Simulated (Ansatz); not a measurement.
**HfNH₂+ (quintet): inputs that go wrong**

4 inputs are run for HfNH₂+ (quintet) as typed; the log has to tell whether the result can be used and what must change.

Computed with Ansatz 0.2.0, Gaussian basis. Level: the settings change from run to run.

26 further runs of the same task are left out: 10 for a known fault of the program, 4 that didn't finish, 12 set aside as unsound or not needed. Runs told in other sessions of the task aren't counted.

## 1. The geometry

The geometry is a PBE0/def2-TZVP stationary point (not a proven minimum). No spin-orbit coupling is included. Elements past krypton take def2 core potentials.

4 atoms, charge 1, spin multiplicity 5.

Atoms are counted from 1 here; the program's logs count them from 0.

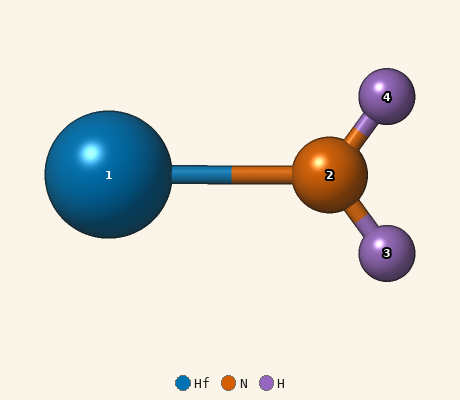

The geometry (hafnium blue, nitrogen orange, hydrogen purple); atoms are numbered from 1 in the order of the file.

## 2. Input 1

Contents of in.yaml:

```yaml
crystal:
  periodic: [false, false, false]
  atoms:
    - {symbol: Hf, position_ang: [0.000103, 0.000000, 0.197923]}
    - {symbol: N, position_ang: [-0.002248, 0.000000, -2.128903]}
    - {symbol: H, position_ang: [0.006464, 0.828605, -2.732477]}
    - {symbol: H, position_ang: [0.006464, -0.828605, -2.732477]}
basis:
  gaussian: {orbitals: def2-SVP}
total_charge: 1
magnetization: {spin_polarized: false, initial_magnetization: 4}
correlation: {active_space: {window: {electrons: 6, orbitals: 6}, states: [{multiplicity: 5, weights: [-1, 1]}]}}
accuracy: high
```

Started as:

```bash
ansatz run in.yaml --threads 1 --pin off --events-out ev --progress --plain --max-ram 2393MiB
```

What it wrote:

```text
Error: set 0 asks for 2 states and needs as many positive weights; it has [-1.0, 1.0]
```

It took 0.03 s on 1 thread of Arm Neoverse V2, shared host.

What is wrong: The run was refused. The list of states asked for (weights, spin or count) can't be met. Fix: mend what the message names.

## 3. Input 2

Contents of in.yaml:

```yaml
crystal:
  periodic: [false, false, false]
  atoms:
    - {symbol: Hf, position_ang: [0.000103, 0.000000, 0.197923]}
    - {symbol: N, position_ang: [-0.002248, 0.000000, -2.128903]}
    - {symbol: H, position_ang: [0.006464, 0.828605, -2.732477]}
    - {symbol: H, position_ang: [0.006464, -0.828605, -2.732477]}
basis:
  gaussian: {orbitals: def2-SVP, point_charges: [{charge: -0.50, position_ang: [3.375, 0.344, 0.226]}]}
total_charge: 1
magnetization: {spin_polarized: false, initial_magnetization: 8}
correlation: {method: mp2, electrons: outside_noble_gas}
output: {forces: true}
```

Same command.

What it wrote (excerpt; [...] marks lines left out):

```text
Functional definition: HF
  name "HF"
  cite "Fock, Z. Phys. 61, 126 (1930) doi:10.1007/BF01340294"
  parent pbe
[...]
574 factors; integrals over basis functions are off by at most 6.3e-4 eV
[...]
mean field -2774.05340181 eV, -101.9445821955 hartree, gradient 1.1e-6 eV, S^2 20.000000; 15 other end points of the search recorded, 0 dependent functions left out
[...]
5 core orbitals not correlated, not the lowest: weight in the atoms' cores, before any rotation towards them, 0.854 or more for the frozen orbitals, at most 0.137 for the correlated occupied ones
reference -2774.05340181 eV, -101.9445821955 hartree; 9, 1 occupied and 42, 50 virtual orbitals, 574 factors
second order -2.89848824 eV of doubles, -0.04650073 eV of singles
[...]
Total energy: -2776.99839078 eV, -102.0528085439 hartree
Atom 0 at     0.000103     0.000000     0.197923 Å, force     0.413687     0.024844     3.852061 eV/Å
Atom 1 at    -0.002248     0.000000    -2.128903 Å, force    -0.098207    10.581959    14.468296 eV/Å
Atom 2 at     0.006464     0.828605    -2.732477 Å, force     0.125252     5.502350    -5.238515 eV/Å
Atom 3 at     0.006464    -0.828605    -2.732477 Å, force     0.150464   -16.069992   -12.949591 eV/Å
Dipole moment:     0.432183     0.514478    -1.198875 e Å
```

Wall time 8.5 s (1 thread of Arm Neoverse V2, shared host).

**Diagnosis.** The run converged, which proves nothing about the input. Far too many unpaired electrons are asked for. Its energy belongs to the state of multiplicity 9, not to the quintet that was meant. Fix: set initial_magnetization to that of the wanted state.

## 4. Input 3

Contents of in.yaml:

```yaml
crystal:
  periodic: [false, false, false]
  atoms:
    - {symbol: Hf, position_ang: [0.000103, 0.000000, 0.197923]}
    - {symbol: N, position_ang: [-0.002248, 0.000000, -2.128903]}
    - {symbol: H, position_ang: [0.006464, 0.828605, -2.732477]}
    - {symbol: H, position_ang: [0.006464, -0.828605, -2.732477]}
basis:
  gaussian: {orbitals: def2-SVP}
total_charge: 1
magnetization: {spin_polarized: false, initial_magnetization: 4}
correlation: {method: fic_mrcisd_q, electrons: outside_noble_gas, active_space: {window: {electrons: 6, orbitals: 6}, places: [1, 2]}}
scf: {lower_state_search: light}
```

The command is unchanged.

What it wrote:

```text
Error: invalid value for `correlation.active_space`: name one of window, places and ras
```

Run time: 0.03 s. Hardware: 1 thread of Arm Neoverse V2, shared host.

Diagnosis: The run was refused. The active space is defined twice. Cure: keep one definition.

## 5. Input 4

Contents of in.yaml:

```yaml
crystal:
  periodic: [false, false, false]
  atoms:
    - {symbol: Hf, position_ang: [0.000103, 0.000000, 0.197923]}
    - {symbol: N, position_ang: [-0.002248, 0.000000, -2.128903]}
    - {symbol: H, position_ang: [0.006464, 0.828605, -2.732477]}
    - {symbol: H, position_ang: [0.006464, -0.828605, -2.732477]}
basis:
  gaussian: {orbitals: def2-SVP}
total_charge: 1
magnetization: {spin_polarized: false, initial_magnetization: 4}
correlation: {method: mp2, frozen_orbitals: {Hf: 0}}
scf: {lower_state_search: off}
```

Same command.

What it wrote:

```text
Functional definition: HF
  name "HF"
  cite "Fock, Z. Phys. 61, 126 (1930) doi:10.1007/BF01340294"
  parent pbe
  exchange = exact_x
  correlation = 0
these checks for a lower state are left out or cut short: stability, starts, cluster_reference, orbital_swaps, neighbouring_geometries, increment
Error: "frozen_orbitals" has no count for N
```

Wall time 0.03 s (1 thread of Arm Neoverse V2, shared host).

What is wrong: The run was refused. The frozen-orbital counts are incomplete or too large. To mend it, leave frozen_orbitals out, or give each element a count that its core has.

## 6. How the runs ended

```tsv
input	level	ended	cause	time
1	CASSCF(6,6)/def2-SVP	refused	the list of states asked for (weights, spin or count) can't be met	0.03 s
2	MP2 on ROHF/def2-SVP	converged	far too many unpaired electrons are asked for	8.5 s
3	MRCISD+Q(6,6)/def2-SVP	refused	the active space is defined twice	0.03 s
4	MP2 on ROHF/def2-SVP	refused	the frozen-orbital counts are incomplete or too large	0.03 s
```

3 refused, 1 converged. The input that converges on a wrong geometry or spin is the dangerous one: no error points at it, so geometry and ⟨S²⟩ have to be checked.
